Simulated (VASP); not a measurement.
Band structure of Sc$_{3}$VN$_{4}$ (ordered alloy cell). Level of theory: PBEsol GGA, VASP's PBE PAW potentials (set 64) (plane waves; VASP).

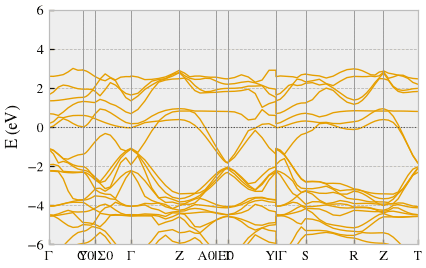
Bands along high-symmetry lines, zero at the valence-band maximum or, without a gap, the Fermi level

Read the plot: is there a gap, and where are the band edges?

It has no gap at this level: it comes out as a metal or semimetal. (Edges off the drawn lines would not show.)

The structure was generated: Sc3VN4 was put into an ordered model structure (Cmmm), which need not be its known phase. It was relaxed first. The run is not spin-polarised, so no magnetic state was tried.
